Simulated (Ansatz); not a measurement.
**Run report: AlH4OF, nudged elastic band**

AlH4OF, computed with RKS PBE0/def2-SVP (Ansatz 0.2.0).

It belongs to a series of runs on one base structure; here: band between the two ends. Figures and captions count atoms from 1; the log counts them from 0 in places.

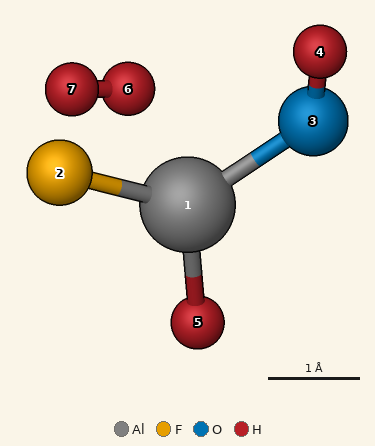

**Figure 1.** The starting structure (ball-and-stick view, seen at a tilt; atoms are numbered from 1 in the order of the input). Sticks mark near contacts.

### Results in brief

```tsv
quantity	value
outcome	converged
barrier, forward	1.272 eV
barrier, backward	0.024 eV
hardware	1 thread of Intel Xeon (Sapphire Rapids), 192 GiB of memory available, shared host
wall time	3.4 min
peak memory	0.14 GiB
```

### Remarks

The order of the saddle point was not checked.

### Input
```yaml
crystal:
  periodic: [false, false, false]
  atoms:
    - { symbol: Al, position_ang: [-0.110313, -0.206374, 0.061704] }
    - { symbol: F, position_ang: [0.004089, -0.673575, 1.663149] }
    - { symbol: O, position_ang: [1.258571, -0.285226, -0.932893] }
    - { symbol: H, position_ang: [2.14661, -0.534417, -0.673802] }
    - { symbol: H, position_ang: [-1.507364, 0.094094, -0.578698] }
    - { symbol: H, position_ang: [0.225948, 2.041407, 0.613888] }
    - { symbol: H, position_ang: [0.16016, 1.695191, 1.292953] }
basis:
  gaussian: { orbitals: def2-SVP }
hamiltonian:
  xc: pbe0
neb:
  order_check: false
  images: 5
  f_tol: 0.03
  max_iterations: 60
  final_atoms:
    - { symbol: Al, position_ang: [0.0404356, 0.41265867, -0.17898182] }
    - { symbol: F, position_ang: [-0.02264112, 0.08086142, 1.86662869] }
    - { symbol: O, position_ang: [1.58241663, -0.14111059, -0.66204914] }
    - { symbol: H, position_ang: [1.75695942, -0.9359621, -1.16703928] }
    - { symbol: H, position_ang: [-1.301073, -0.23848883, -0.71470038] }
    - { symbol: H, position_ang: [0.07692032, 1.92176307, 0.42040812] }
    - { symbol: H, position_ang: [0.04468315, 1.03137837, 1.88203481] }
  initial_path:
    images:
      - { positions_ang: [[-0.110313, -0.206374, 0.061704], [0.004089, -0.673575, 1.663149], [1.258571, -0.285226, -0.932893], [2.14661, -0.534417, -0.673802], [-1.507364, 0.094094, -0.578698], [0.225948, 2.041407, 0.613888], [0.16016, 1.695191, 1.292953]] }
      - { positions_ang: [[-0.07247499, -0.13705445, 0.03880108], [0.0014533, -0.46177711, 1.78629785], [1.35494837, -0.17969269, -0.91902303], [2.04969726, -0.66123614, -0.80373529], [-1.45326348, 0.06469142, -0.64970323], [0.17404203, 1.94544885, 0.61392482], [0.12329852, 1.56072012, 1.3797388]] }
      - { positions_ang: [[-0.03463698, -0.06773491, 0.01589816], [-0.00118239, -0.24997921, 1.90944669], [1.45132574, -0.07415938, -0.90515307], [1.95278452, -0.78805528, -0.93366858], [-1.39916297, 0.03528884, -0.72070846], [0.12213606, 1.84949071, 0.61396164], [0.08643703, 1.42624924, 1.46652461]] }
      - { positions_ang: [[0.00320102, 0.00158464, -0.00700476], [-0.00381809, -0.03818132, 2.03259554], [1.5477031, 0.03137393, -0.8912831], [1.85587178, -0.91487442, -1.06360186], [-1.34506245, 0.00588626, -0.79171369], [0.07023008, 1.75353256, 0.61399847], [0.04957555, 1.29177836, 1.55331041]] }
      - { positions_ang: [[0.01561255, 0.13860932, -0.06433045], [-0.01009243, 0.00149959, 1.97727326], [1.55927428, -0.02612091, -0.81487178], [1.82290099, -0.92190365, -1.098081], [-1.3303993, -0.07557211, -0.76604258], [0.07246016, 1.8096094, 0.54946835], [0.04794475, 1.20497836, 1.66288521]] }
      - { positions_ang: [[0.02802408, 0.275634, -0.12165613], [-0.01636678, 0.0411805, 1.92195098], [1.57084546, -0.08361575, -0.73846046], [1.78993021, -0.92893288, -1.13256014], [-1.31573615, -0.15703047, -0.74037148], [0.07469024, 1.86568624, 0.48493823], [0.04631395, 1.11817836, 1.77246001]] }
      - { positions_ang: [[0.0404356, 0.41265867, -0.17898182], [-0.02264112, 0.08086142, 1.86662869], [1.58241663, -0.14111059, -0.66204914], [1.75695942, -0.9359621, -1.16703928], [-1.301073, -0.23848883, -0.71470038], [0.07692032, 1.92176307, 0.42040812], [0.04468315, 1.03137837, 1.88203481]] }
```

Launch command:
```bash
ansatz run input.yaml --threads 1 --pin off --max-ram 2048MiB --backend cpu --events-out ev --progress --plain --runs-dir out
```

### Output
```
Engine: ansatz 0.2.0, x86_64-unknown-linux-gnu
Functional definition: PBE0
  parameter a = 0.25
  parameter kappa = 0.804
  parameter beta = 0.06672455060314922
  exchange = (1 - a)*pbe_x(kappa = kappa, mu = beta*pi^2/3) + a*exact_x
  correlation = pbe_c(beta = beta)
660 factors; integrals over basis functions are off by at most 3.5e-4 eV
mean field evaluation 1: about -11408.6992 eV, gradient 5.9e1 eV
mean field evaluation 2: about -11396.5934 eV, gradient 9.9e1 eV
mean field evaluation 4: about -11414.5281 eV, gradient 5.4e0 eV
mean field evaluation 8: about -11414.5837 eV, gradient 6.9e-2 eV
mean field -11414.58368302 eV, -419.4782132682 hartree, gradient 4.1e-6 eV, S^2 0.000000; 0 other end points of the search recorded, 0 dependent functions left out
the calculation of the forces begins
reference -11414.58371088 eV, -419.4782142921 hartree; 17, 17 occupied and 49, 49 virtual orbitals, 660 factors
662 factors; integrals over basis functions are off by at most 1.6e-3 eV
mean field evaluation 16: about -11408.2323 eV, gradient 5.4e1 eV
mean field -11413.33556506 eV, -419.4323457793 hartree, gradient 7.3e-5 eV, S^2 0.000000; 0 other end points of the search recorded, 0 dependent functions left out
[... from here on the field's lines of each further geometry are left out, up to the last ...]
NEB iter   1: max|band force component| = 7.053e0 eV/Å  barrier→ = 1.9537 eV  barrier← = 0.7056 eV  Δτ_max = 0.2000 Å  (161 SCF iters)
NEB iter   2: max|band force component| = 2.675e0 eV/Å  barrier→ = 1.3376 eV  barrier← = 0.0894 eV  Δτ_max = 0.1915 Å  (134 SCF iters)
NEB iter   3: max|band force component| = 1.388e0 eV/Å  barrier→ = 1.2885 eV  barrier← = 0.0404 eV  Δτ_max = 0.0996 Å  (134 SCF iters)
NEB iter   4: max|band force component| = 1.055e0 eV/Å  barrier→ = 1.2840 eV  barrier← = 0.0359 eV  Δτ_max = 0.1914 Å  (131 SCF iters)
NEB iter   5: max|band force component| = 9.450e-1 eV/Å  barrier→ = 1.3550 eV  barrier← = 0.1069 eV  Δτ_max = 0.1918 Å  (138 SCF iters)
NEB iter   6: max|band force component| = 5.270e-1 eV/Å  barrier→ = 1.2851 eV  barrier← = 0.0370 eV  Δτ_max = 0.1988 Å  (132 SCF iters)
NEB iter   7: max|band force component| = 7.394e-1 eV/Å  barrier→ = 1.2835 eV  barrier← = 0.0354 eV  Δτ_max = 0.0821 Å  (131 SCF iters)
NEB iter   8: max|band force component| = 2.941e-1 eV/Å  barrier→ = 1.2750 eV  barrier← = 0.0269 eV  CI = image 5  Δτ_max = 0.0859 Å  (132 SCF iters)
NEB iter   9: max|band force component| = 3.999e-1 eV/Å  barrier→ = 1.2726 eV  barrier← = 0.0245 eV  CI = image 5  Δτ_max = 0.0434 Å  (130 SCF iters)
NEB iter  10: max|band force component| = 1.348e-1 eV/Å  barrier→ = 1.2725 eV  barrier← = 0.0244 eV  CI = image 5  Δτ_max = 0.0873 Å  (133 SCF iters)
NEB iter  11: max|band force component| = 2.655e-1 eV/Å  barrier→ = 1.2724 eV  barrier← = 0.0243 eV  CI = image 5  Δτ_max = 0.0441 Å  (125 SCF iters)
NEB iter  12: max|band force component| = 3.903e-1 eV/Å  barrier→ = 1.2722 eV  barrier← = 0.0241 eV  CI = image 5  Δτ_max = 0.0214 Å  (126 SCF iters)
NEB iter  13: max|band force component| = 2.315e-1 eV/Å  barrier→ = 1.2721 eV  barrier← = 0.0240 eV  CI = image 5  Δτ_max = 0.0215 Å  (122 SCF iters)
NEB iter  14: max|band force component| = 1.129e-1 eV/Å  barrier→ = 1.2723 eV  barrier← = 0.0241 eV  CI = image 5  Δτ_max = 0.0425 Å  (128 SCF iters)
NEB iter  15: max|band force component| = 6.334e-2 eV/Å  barrier→ = 1.2719 eV  barrier← = 0.0238 eV  CI = image 5  Δτ_max = 0.0861 Å  (128 SCF iters)
NEB iter  16: max|band force component| = 4.599e-1 eV/Å  barrier→ = 1.2719 eV  barrier← = 0.0238 eV  CI = image 5  Δτ_max = 0.0436 Å  (125 SCF iters)
NEB iter  17: max|band force component| = 1.799e-1 eV/Å  barrier→ = 1.2719 eV  barrier← = 0.0238 eV  CI = image 5  Δτ_max = 0.0867 Å  (116 SCF iters)
NEB iter  18: max|band force component| = 4.264e-1 eV/Å  barrier→ = 1.2719 eV  barrier← = 0.0238 eV  CI = image 5  Δτ_max = 0.0429 Å  (123 SCF iters)
NEB iter  19: max|band force component| = 1.979e-1 eV/Å  barrier→ = 1.2719 eV  barrier← = 0.0238 eV  CI = image 5  Δτ_max = 0.0849 Å  (122 SCF iters)
NEB iter  20: max|band force component| = 1.191e-1 eV/Å  barrier→ = 1.2719 eV  barrier← = 0.0238 eV  CI = image 5  Δτ_max = 0.0448 Å  (111 SCF iters)
NEB iter  21: max|band force component| = 1.257e-1 eV/Å  barrier→ = 1.2719 eV  barrier← = 0.0238 eV  CI = image 5  Δτ_max = 0.0225 Å  (117 SCF iters)
NEB iter  22: max|band force component| = 8.758e-2 eV/Å  barrier→ = 1.2719 eV  barrier← = 0.0238 eV  CI = image 5  Δτ_max = 0.0225 Å  (115 SCF iters)
NEB iter  23: max|band force component| = 5.290e-2 eV/Å  barrier→ = 1.2719 eV  barrier← = 0.0238 eV  CI = image 5  Δτ_max = 0.0224 Å  (116 SCF iters)
NEB iter  24: max|band force component| = 7.412e-2 eV/Å  barrier→ = 1.2719 eV  barrier← = 0.0238 eV  CI = image 5  Δτ_max = 0.0112 Å  (111 SCF iters)
NEB iter  25: max|band force component| = 6.851e-2 eV/Å  barrier→ = 1.2719 eV  barrier← = 0.0238 eV  CI = image 5  Δτ_max = 0.0112 Å  (108 SCF iters)
NEB iter  26: max|band force component| = 6.324e-2 eV/Å  barrier→ = 1.2719 eV  barrier← = 0.0238 eV  CI = image 5  Δτ_max = 0.0056 Å  (115 SCF iters)
NEB iter  27: max|band force component| = 4.988e-2 eV/Å  barrier→ = 1.2719 eV  barrier← = 0.0238 eV  CI = image 5  Δτ_max = 0.0056 Å  (97 SCF iters)
NEB iter  28: max|band force component| = 3.728e-2 eV/Å  barrier→ = 1.2719 eV  barrier← = 0.0238 eV  CI = image 5  Δτ_max = 0.0056 Å  (97 SCF iters)
the calculation of the forces begins
reference -11414.16995286 eV, -419.4630089654 hartree; 17, 17 occupied and 49, 49 virtual orbitals, 660 factors
664 factors; integrals over basis functions are off by at most 1.7e-3 eV
mean field evaluation 1056: about -11413.2984 eV, gradient 7.7e-2 eV
mean field -11413.31177743 eV, -419.4314716000 hartree, gradient 2.1e-5 eV, S^2 0.000000; 1 other end points of the search recorded, 0 dependent functions left out
the calculation of the forces begins
reference -11413.31180516 eV, -419.4314726192 hartree; 17, 17 occupied and 49, 49 virtual orbitals, 664 factors
NEB iter  29: max|band force component| = 2.208e-2 eV/Å  barrier→ = 1.2719 eV  barrier← = 0.0238 eV  CI = image 5  Δτ_max = 0.0000 Å  (213 SCF iters)
```

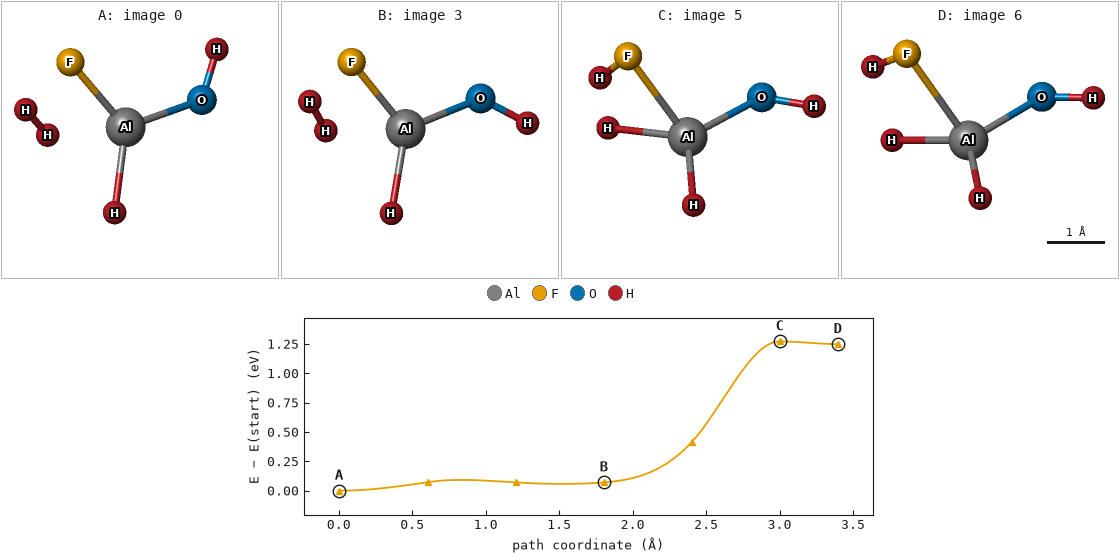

**Figure 2.** Images of the last band (counted from 0; ball-and-stick, seen at a tilt) above the energy along the path; the line is a cubic interpolation that uses the forces. The highest image is number 5, 1.272 eV above the start and 0.024 eV above the end (the climbing image); the end lies 1.248 eV above the start. The path is 3.39 Å long. The band converged in 29 iterations.

```
Total energy: -11413.31180516 eV, -419.4314726192 hartree
Atom 0 at     0.033959     0.300872    -0.078919 Å, force    -0.000047     0.000043     0.000062 eV/Å
Atom 1 at    -0.023979     0.105660     1.866312 Å, force    -0.000004    -0.000068    -0.000058 eV/Å
Atom 2 at     1.577024    -0.175359    -0.611295 Å, force     0.000008     0.000035    -0.000076 eV/Å
Atom 3 at     1.793928    -0.866260    -1.236995 Å, force     0.000039    -0.000050     0.000057 eV/Å
Atom 4 at    -1.327063    -0.195445    -0.703798 Å, force    -0.000006     0.000001     0.000020 eV/Å
Atom 5 at     0.083644     1.845198     0.595701 Å, force     0.000006    -0.000001     0.000010 eV/Å
Atom 6 at     0.040188     1.116434     1.615295 Å, force     0.000005     0.000040    -0.000015 eV/Å
Dipole moment:    -0.038654    -0.081166    -0.078440 e Å
this run last wrote the band of iteration 29 to [file]
```

### The last band as extended XYZ (Å, eV, eV/Å)
```
7
Properties=species:S:1:pos:R:3:forces:R:3 image=0 energy=-11414.58368
Al   -0.1103   -0.2064    0.0617    0.0041  -0.0230  -0.0038
F     0.0041   -0.6736    1.6631   -0.0025   0.0165   0.0048
O     1.2586   -0.2852   -0.9329    0.0075   0.0064  -0.0053
H     2.1466   -0.5344   -0.6738   -0.0031   0.0006  -0.0028
H    -1.5074    0.0941   -0.5787   -0.0021   0.0105   0.0009
H     0.2259    2.0414    0.6139   -0.0003  -0.0172  -0.0009
H     0.1602    1.6952    1.2930   -0.0037   0.0062   0.0072
7
Properties=species:S:1:pos:R:3:forces:R:3 image=1 energy=-11414.51129
Al   -0.1223   -0.2294    0.1739   -0.0279   0.0080  -0.0147
F    -0.1421   -0.7407    1.7613    0.0369  -0.0190  -0.0084
O     1.2927   -0.1516   -0.7166   -0.0815   0.0467  -0.1358
H     2.1466   -0.4858   -0.9618    0.1034  -0.0500   0.1228
H    -1.4945    0.0226   -0.5394   -0.0317   0.0102   0.0316
H     0.5008    1.8945    0.5789   -0.0068   0.0045  -0.0053
H    -0.0035    1.8215    1.1500    0.0077  -0.0004   0.0099
7
Properties=species:S:1:pos:R:3:forces:R:3 image=2 energy=-11414.51342
Al   -0.0654   -0.2489    0.2323    0.0102   0.0040   0.0087
F    -0.1812   -0.6594    1.8416   -0.0204   0.0161   0.0085
O     1.4937   -0.2367   -0.4211    0.0410  -0.0201   0.0609
H     1.8715   -0.3662   -1.2873   -0.0493   0.0156  -0.0668
H    -1.4063   -0.0843   -0.5740    0.0215  -0.0116  -0.0208
H     0.5033    1.8866    0.5573   -0.0026  -0.0015   0.0074
H    -0.0379    1.8401    1.0974   -0.0005  -0.0026   0.0021
7
Properties=species:S:1:pos:R:3:forces:R:3 image=3 energy=-11414.51324
Al    0.0056   -0.1869    0.1875   -0.0190  -0.0481   0.0356
F    -0.1111   -0.4374    1.8362   -0.0175  -0.0555   0.0089
O     1.5599   -0.3167   -0.4714    0.0208  -0.0354   0.0162
H     1.8177   -0.5623   -1.3589   -0.0065   0.0505  -0.0239
H    -1.3162   -0.0775   -0.6593    0.0071   0.0092   0.0061
H     0.1526    2.0257    0.6148    0.0150   0.0259  -0.0260
H     0.0692    1.6863    1.2974    0.0000   0.0534  -0.0168
7
Properties=species:S:1:pos:R:3:forces:R:3 image=4 energy=-11414.16993
Al    0.0246    0.0416    0.0965   -0.0236  -0.6781   0.4574
F    -0.0452   -0.1577    1.8021   -0.0557  -0.6619  -0.1646
O     1.5637   -0.1567   -0.5951   -0.0396   0.0294   0.0485
H     1.8031   -0.8066   -1.2573    0.0171   0.1269  -0.0373
H    -1.3221   -0.1335   -0.7016    0.0095   0.1586   0.0137
H     0.0922    1.9080    0.7224    0.0317   0.1703   0.3096
H     0.0614    1.4360    1.3792    0.0607   0.8548  -0.6274
7
Properties=species:S:1:pos:R:3:forces:R:3 image=5 energy=-11413.31178
Al    0.0340    0.3009   -0.0789    0.0000   0.0000   0.0001
F    -0.0240    0.1057    1.8663    0.0000  -0.0001  -0.0001
O     1.5770   -0.1754   -0.6113    0.0000   0.0000  -0.0001
H     1.7939   -0.8663   -1.2370    0.0000  -0.0001   0.0001
H    -1.3271   -0.1954   -0.7038    0.0000   0.0000   0.0000
H     0.0836    1.8452    0.5957    0.0000   0.0000   0.0000
H     0.0402    1.1164    1.6153    0.0000   0.0000   0.0000
7
Properties=species:S:1:pos:R:3:forces:R:3 image=6 energy=-11413.33556
Al    0.0404    0.4127   -0.1790   -0.0018   0.0063   0.0084
F    -0.0226    0.0809    1.8666    0.0023  -0.0074   0.0078
O     1.5824   -0.1411   -0.6620   -0.0110  -0.0025  -0.0015
H     1.7570   -0.9360   -1.1670    0.0075  -0.0011   0.0028
H    -1.3011   -0.2385   -0.7147    0.0028   0.0052  -0.0067
H     0.0769    1.9218    0.4204   -0.0062   0.0007  -0.0111
H     0.0447    1.0314    1.8820    0.0064  -0.0012   0.0004
```
